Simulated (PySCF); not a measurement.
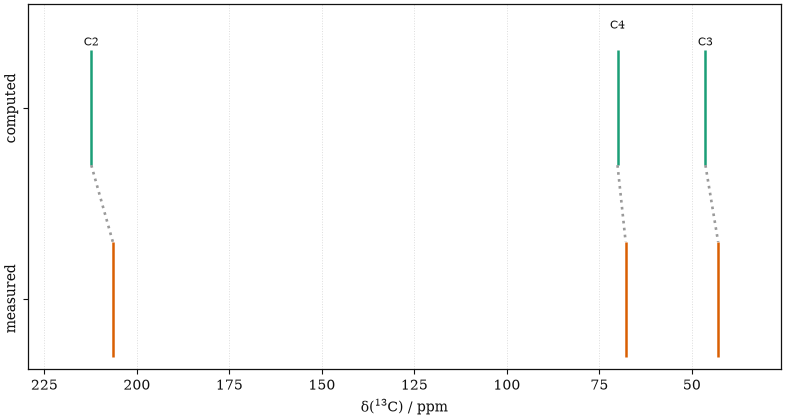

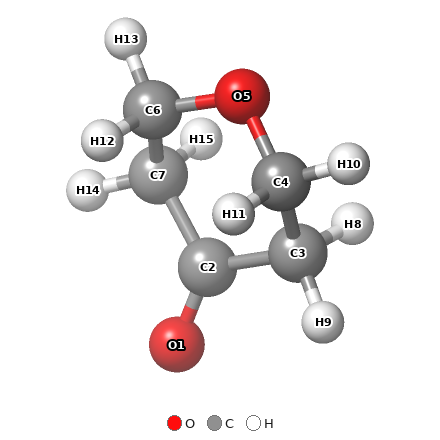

¹³C shifts of C₅H₈O₂ (tetrahydropyran-4-one), SMILES O=C1CCOCC1 against TMS: GIAO CAM-B3LYP/pcSseg-1 (PySCF 2.14.0) for one gas-phase conformer (PBE0-D3(BJ)/def2-SVP, like atoms averaged; labels name one atom of each set) above, published measurements (CDCl3) below; dotted lines join the same nuclei. Only nuclei with a measured value are shown, one named for each set of like atoms.

How well does the calculation match?

Answer. Mean error 3.8 ppm, mean absolute error 3.8 ppm; the largest is 5.8 ppm, for C2.

Give the values.

Answer.
| nucleus | computed | measured |
| --- | --- | --- |
| C2 | 212.3 | 206.5 |
| C4 | 70.1 | 67.9 |
| C3 | 46.3 | 42.9 |
